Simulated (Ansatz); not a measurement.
# AlH2SF (SMILES [F][AlH][SH]): levels of theory compared

We compute a comparison of 6 runs (CAM-B3LYP/STO-3G, SVWN5/STO-3G, RPA@PBE/STO-3G, MP2/STO-3G, UMP2/STO-3G, UCCSD(T)/STO-3G) of AlH2SF. 

The results are computed with Ansatz 0.2.0.

65 further runs of the same task are left out: 1 that didn't finish, 64 set aside as unsound or not needed.

## 1. The system as given

The species is AlH2SF (5 atoms), meant as a singlet with charge 0. SMILES: `[F][AlH][SH]`. The H5–S3 distance was set to 2.018 Å, away from the relaxed value. At this shape a bond of the SMILES string is far longer than usual.

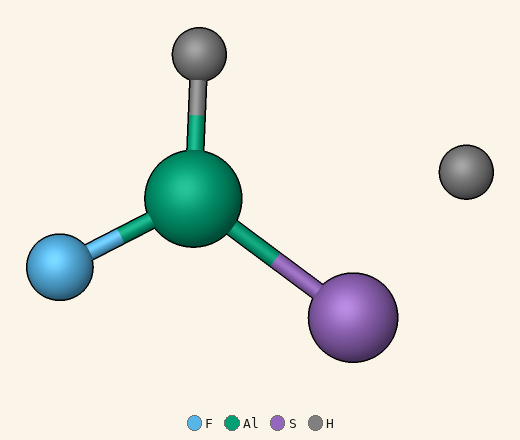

Viewed from a chosen angle; fluorine blue, aluminium teal, sulfur purple, hydrogen grey.

## 2. The energy at CAM-B3LYP/STO-3G (run 1)

job.yaml

```yaml
crystal:
  periodic: [false, false, false]
  atoms:
    - symbol: F
      position_ang: [-1.221601, -2.023633, 1.340331]
    - symbol: Al
      position_ang: [-0.532001, -0.796933, 0.487631]
    - symbol: S
      position_ang: [1.517999, -0.305233, 0.996331]
    - symbol: H
      position_ang: [-1.359201, -0.057433, -0.622369]
    - symbol: H
      position_ang: [1.572300, 1.158200, -0.392100]
basis:
  gaussian:
    orbitals: STO-3G
hamiltonian:
  xc: {name: CAM-B3LYP}
accuracy: high
```

Run with:

```console
ansatz run job.yaml --threads 1 --pin off --max-ram 2610MiB --events-out events.jsonl --progress --plain --runs-dir runs
```

The program printed:

```text
Warning: RAYON_NUM_THREADS=1 ignored (pool sized by the plan → 1); use --threads N
Functional definition: CAM-B3LYP
  name "CAM-B3LYP"
  parameter alpha = 0.19
  parameter beta = 0.46
  parameter omega = 0.33/bohr
  parameter ac = 0.81
  exchange = (1 - alpha - beta)*b88_x + beta*b88_x_sr(omega) + alpha*exact_x + beta*exact_x_lr(omega)
  correlation = (1 - ac)*vwn5_c + ac*lyp_c
454 factors; integrals over basis functions are off by at most 3.4e-8 eV
178 factors; integrals over basis functions are off by at most 1.2e-9 eV
mean field evaluation 1: about -19936.6175 eV, gradient 2.5e1 eV
mean field evaluation 2: about -19936.7326 eV, gradient 2.8e1 eV
mean field evaluation 4: about -19939.2550 eV, gradient 3.4e-1 eV
mean field evaluation 8: about -19939.2090 eV, gradient 3.3e-2 eV
mean field evaluation 16: about -19939.2091 eV, gradient 9.6e-7 eV
mean field -19939.20905265 eV, -732.7524174036 hartree, gradient 6.0e-8 eV, S^2 0.000000; 0 other end points of the search recorded, 0 dependent functions left out
reference -19939.20906589 eV, -732.7524178903 hartree; 20, 20 occupied and 5, 5 virtual orbitals, 454 factors
Total energy: -19939.20906589 eV, -732.7524178903 hartree
```

Wall time 0.58 s (1 thread of AMD EPYC 9R45 (Zen 5), shared host).

## 3. The energy at SVWN5/STO-3G (run 2)

Changes to job.yaml since step 2:

```diff
@@ -17,3 +17,3 @@
 hamiltonian:
-  xc: {name: CAM-B3LYP}
+  xc: {name: SVWN5}
 accuracy: high
```

Run with:

```console
ansatz run job.yaml --threads 1 --pin off --max-ram 2610MiB --events-out events.jsonl --progress --plain --runs-dir runs
```

The program printed:

```text
Warning: RAYON_NUM_THREADS=1 ignored (pool sized by the plan → 1); use --threads N
Functional definition: SVWN5
  name "SVWN5"
  exchange = slater_x
  correlation = vwn5_c
454 factors; integrals over basis functions are off by at most 3.4e-8 eV
mean field evaluation 1: about -19853.4829 eV, gradient 2.5e1 eV
mean field evaluation 2: about -19841.0177 eV, gradient 7.6e1 eV
mean field evaluation 4: about -19855.7679 eV, gradient 5.0e0 eV
mean field evaluation 8: about -19855.8064 eV, gradient 1.5e-1 eV
mean field evaluation 16: about -19855.8065 eV, gradient 2.6e-7 eV
mean field -19855.80648411 eV, -729.6874295419 hartree, gradient 2.2e-8 eV, S^2 0.000000; 0 other end points of the search recorded, 0 dependent functions left out
reference -19855.80648583 eV, -729.6874296054 hartree; 20, 20 occupied and 5, 5 virtual orbitals, 454 factors
Total energy: -19855.80648583 eV, -729.6874296054 hartree
```

Wall time 0.32 s (1 thread of AMD EPYC 9R45 (Zen 5), shared host).

Run 3 isn't shown in full; the table further down has it.

## 4. A single-point energy at MP2/STO-3G (run 4)

Changes to job.yaml since step 3:

```diff
@@ -1 +1,4 @@
+basis:
+  gaussian:
+    orbitals: STO-3G
 crystal:
@@ -13,7 +16,5 @@
       position_ang: [1.572300, 1.158200, -0.392100]
-basis:
-  gaussian:
-    orbitals: STO-3G
-hamiltonian:
-  xc: {name: SVWN5}
+correlation:
+  method: mp2
+  frozen_orbitals: {Al: 5, F: 1, H: 0, S: 5}
 accuracy: high
```

Run with:

```console
ansatz run job.yaml --threads 1 --pin off --max-ram 2610MiB --events-out events.jsonl --progress --plain --runs-dir runs
```

The program printed:

```text
Warning: RAYON_NUM_THREADS=1 ignored (pool sized by the plan → 1); use --threads N
Functional definition: HF
  name "HF"
  exchange = exact_x
  correlation = 0
454 factors; integrals over basis functions are off by at most 3.4e-8 eV
mean field evaluation 1: about -19897.2490 eV, gradient 2.4e1 eV
mean field evaluation 2: about -19897.2576 eV, gradient 2.4e1 eV
mean field evaluation 4: about -19900.1097 eV, gradient 1.4e0 eV
mean field evaluation 8: about -19900.1207 eV, gradient 2.9e-2 eV
mean field -19900.12072036 eV, -731.3159476868 hartree, gradient 6.5e-8 eV, S^2 0.000000; 0 other end points of the search recorded, 0 dependent functions left out; unrestricted orbitals would lower it
mean field evaluation 16: about -19900.9662 eV, gradient 9.3e-1 eV
11 core orbitals not correlated: weight in the atoms' cores, before any rotation towards them, 0.999 or more for the frozen orbitals, at most 0.000 for the correlated occupied ones
reference -19900.12072036 eV, -731.3159476868 hartree; 9, 9 occupied and 5, 5 virtual orbitals, 454 factors
second order -2.62109509 eV of doubles, -0.00000000 eV of singles
Total energy: -19902.74181545 eV, -731.4122711548 hartree
```

It took 0.1 s on 1 thread of AMD EPYC 9R45 (Zen 5), shared host.

Run 5 isn't shown in full; the table further down has it.

## 5. A single-point energy at UCCSD(T)/STO-3G (run 6)

run.yaml

```yaml
crystal:
  periodic: [false, false, false]
  atoms:
    - {symbol: F, position_ang: [-1.221601, -2.023633, 1.340331]}
    - {symbol: Al, position_ang: [-0.532001, -0.796933, 0.487631]}
    - {symbol: S, position_ang: [1.517999, -0.305233, 0.996331]}
    - {symbol: H, position_ang: [-1.359201, -0.057433, -0.622369]}
    - {symbol: H, position_ang: [1.572300, 1.158200, -0.392100]}
basis:
  gaussian:
    orbitals: STO-3G
magnetization:
  spin_polarized: true
  initial_magnetization: 0
correlation:
  method: ccsd_t
  frozen_orbitals: {Al: 5, F: 1, H: 0, S: 5}
accuracy: high
scf:
  omitted_lower_state_checks: [cluster_reference, increment]
```

Run with:

```console
ansatz run run.yaml --threads 1 --pin off --max-ram 2610MiB --events-out events.jsonl --progress --plain --runs-dir runs
```

The program printed:

```text
Warning: RAYON_NUM_THREADS=1 ignored (pool sized by the plan → 1); use --threads N
Functional definition: HF
  name "HF"
  exchange = exact_x
  correlation = 0
these checks for a lower state are left out or cut short: cluster_reference, increment
454 factors; integrals over basis functions are off by at most 3.4e-8 eV
mean field evaluation 1: about -19897.2490 eV, gradient 1.7e1 eV
mean field evaluation 2: about -19897.2576 eV, gradient 1.7e1 eV
mean field evaluation 4: about -19900.1097 eV, gradient 9.7e-1 eV
mean field evaluation 8: about -19900.1207 eV, gradient 2.0e-2 eV
mean field evaluation 16: about -19901.0080 eV, gradient 2.9e-1 eV
mean field evaluation 32: about -19900.9972 eV, gradient 1.3e-4 eV
mean field -19900.99721660 eV, -731.3481583297 hartree, gradient 1.6e-8 eV, S^2 0.653232; 6 other end points of the search recorded, 0 dependent functions left out
11 core orbitals not correlated: weight in the atoms' cores, before any rotation towards them, 0.999 or more for the frozen orbitals, at most 0.000 for the correlated occupied ones
reference -19900.99721660 eV, -731.3481583297 hartree; 9, 9 occupied and 5, 5 virtual orbitals, 454 factors
second order -1.57065147 eV of doubles, -0.00000000 eV of singles
cycle   1  -1.84137584 eV  change   -2.7e-1 eV  update   8.9e-2
cycle   2  -2.07732772 eV  change   -2.4e-1 eV  update   5.1e-2
cycle   3  -2.22887125 eV  change   -1.5e-1 eV  update   4.4e-2
cycle   4  -2.57201106 eV  change   -3.4e-1 eV  update   3.8e-2
cycle   5  -2.84248805 eV  change   -2.7e-1 eV  update   2.4e-2
cycle   6  -2.83462491 eV  change    7.9e-3 eV  update   1.3e-2
cycle   7  -2.89449111 eV  change   -6.0e-2 eV  update   5.2e-3
cycle   8  -2.89848807 eV  change   -4.0e-3 eV  update   1.8e-3
cycle   9  -2.89780167 eV  change    6.9e-4 eV  update   1.2e-3
cycle  10  -2.90038182 eV  change   -2.6e-3 eV  update   7.6e-4
cycle  11  -2.89929041 eV  change    1.1e-3 eV  update   4.1e-4
cycle  12  -2.89979625 eV  change   -5.1e-4 eV  update   1.7e-4
cycle  13  -2.89970779 eV  change    8.8e-5 eV  update   6.7e-5
cycle  14  -2.89976097 eV  change   -5.3e-5 eV  update   2.5e-5
cycle  15  -2.89978654 eV  change   -2.6e-5 eV  update   9.9e-6
cycle  16  -2.89978714 eV  change   -6.1e-7 eV  update   4.2e-6
cycle  17  -2.89979167 eV  change   -4.5e-6 eV  update   1.7e-6
cycle  18  -2.89979084 eV  change    8.2e-7 eV  update   8.4e-7
cycle  19  -2.89979086 eV  change   -1.9e-8 eV  update   4.7e-7
cycle  20  -2.89979159 eV  change   -7.3e-7 eV  update   3.3e-7
cycle  21  -2.89979238 eV  change   -7.9e-7 eV  update   2.7e-7
cycle  22  -2.89979335 eV  change   -9.7e-7 eV  update   2.0e-7
cycle  23  -2.89979367 eV  change   -3.2e-7 eV  update   1.4e-7
cycle  24  -2.89979392 eV  change   -2.4e-7 eV  update   9.5e-8
cycle  25  -2.89979381 eV  change    1.1e-7 eV  update   8.4e-8
cycle  26  -2.89979371 eV  change    1.0e-7 eV  update   6.9e-8
cycle  27  -2.89979368 eV  change    3.1e-8 eV  update   5.0e-8
cycle  28  -2.89979285 eV  change    8.3e-7 eV  update   2.7e-7
cycle  29  -2.89979156 eV  change    1.3e-6 eV  update   2.1e-7
cycle  30  -2.89979090 eV  change    6.6e-7 eV  update   1.5e-7
cycle  31  -2.89979031 eV  change    5.9e-7 eV  update   1.2e-7
cycle  32  -2.89978975 eV  change    5.7e-7 eV  update   8.4e-8
cycle  33  -2.89978971 eV  change    3.4e-8 eV  update   4.4e-8
cycle  34  -2.89978970 eV  change    1.4e-8 eV  update   2.9e-8
cycle  35  -2.89978965 eV  change    5.1e-8 eV  update   1.8e-8
cycle  36  -2.89978967 eV  change   -1.9e-8 eV  update   9.1e-9
cycle  37  -2.89978966 eV  change    2.9e-9 eV  update   4.4e-9
cycle  38  -2.89978966 eV  change   -1.0e-9 eV  update   1.9e-9
cycle  39  -2.89978966 eV  change   2.8e-10 eV  update   1.0e-9
perturbative correction -0.11817451 eV, -0.0043428330 hartree
Total energy: -19904.01518077 eV, -731.4590664673 hartree
Checks for a lower state left out: cluster_reference, increment
```

It took 0.26 s on 1 thread of AMD EPYC 9R45 (Zen 5), shared host.

## 6. All runs side by side

| run | level | frozen core orbitals | energy (Eh) | wall time |
| --- | --- | --- | --- | --- |
| 1 | CAM-B3LYP/STO-3G | – | -732.752418 | 0.58 s |
| 2 | SVWN5/STO-3G | – | -729.687430 | 0.32 s |
| 3 | RPA@PBE/STO-3G | 11 | -731.507808 | 0.7 s |
| 4 | MP2/STO-3G | 11 | -731.412271 | 0.1 s |
| 5 | UMP2/STO-3G | 11 | -731.405879 | 0.16 s |
| 6 | UCCSD(T)/STO-3G | 11 | -731.459066 | 0.26 s |

## 7. What came out

| quantity | value |
| --- | --- |
| run 6: total energy | -731.45907 Eh |
| run 6: correlation energy (11 core orbitals frozen) | -110.9 mEh |
| run 6: (T) correction | -4.34 mEh |
| run 6: ⟨S²⟩ of the reference determinant | 0.653 |
| run 6: T1 diagnostic | 0.072 |

In words: Totals of different functionals can't be ranked against each other. In run 4 the log says that unrestricted orbitals would lower the reference, so the values rest on an unstable closed-shell determinant (other closed-shell runs at this shape may share the fault). In runs 1, 2, 3, 4, 5, 6 the basis is minimal, so the values are rough. Spin contamination of the reference: run 5 ⟨S²⟩ = 0.65, run 6 ⟨S²⟩ = 0.65. Where it is this large, the reference is a mixture of spin states, and values that rest on it are in doubt. All runs together took 2.1 s, the longest 0.7 s.
